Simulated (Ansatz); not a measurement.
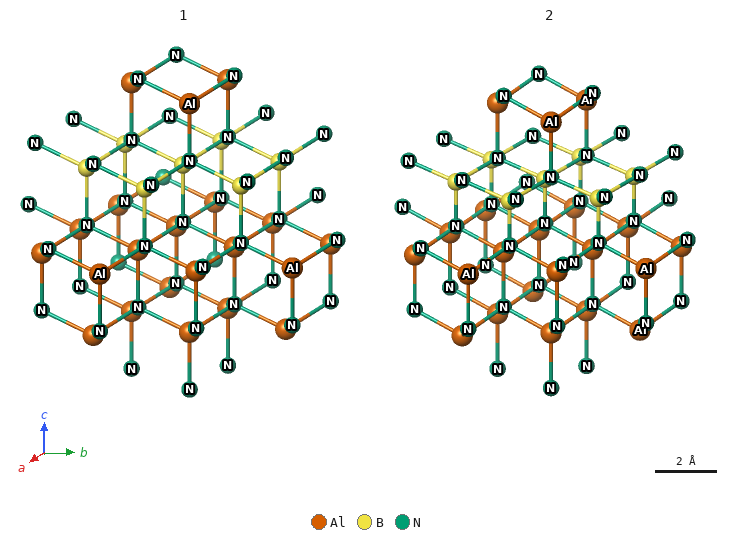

Two geometries of crystalline Al2BN3 (a generated structure, set up in P3m1) (coarse preliminary run), drawn at one scale. One is the start of a relaxation, the other its converged end. A ball-and-stick model of the atoms within 5.8 Å of the atom that moves most (axes of the cell of the calculation), seen slightly off an axis.

Level of theory: Ansatz, DFT PBE, scalar-relativistic, plane waves, PAW. (plane-wave cutoff 420 eV; k-point mesh 6 × 6 × 2; occupations gaussian; smearing width 0.1 eV; no spin polarisation; cell and atoms relaxed; force threshold 0.04 eV/Å; at most 70 steps)

Which one is relaxed?

Structure 2 is the relaxed one. The atom that moves furthest relative to the cell is an N atom (0.19 Å along +c). By element the largest moves are N 0.19 Å, Al 0.10 Å, B 0.09 Å. The volume changes by −21.4 %, with a = b 3.205 → 2.959 Å (−7.7 %), c 7.850 → 7.234 Å (−7.8 %). Among the contacts that change: B–N 1.962 → 1.523 Å, B–N 1.962 → 1.789 Å, Al–N 1.962 → 1.851 Å, Al–N 1.962 → 1.875 Å. Among the angles between lasting bonds that change: N–Al–N 109.5° → 106.2°, Al–N–Al 109.5° → 106.2°, Al–N–Al 109.5° → 112.6°. The space group stays P3m1 (No. 156). Over 6 accepted moves (8 points after the start) the energy falls by 2.534 eV per cell of the calculation. The largest force component goes from 2 to 0.012 eV/Å. The pressure goes from −31.24 to −0.02 GPa. The SCF was repeated twice at an unchanged geometry on a basis and grid sized afresh for the cell, which shifted the energy by 14.8 meV per cell of the calculation at most.
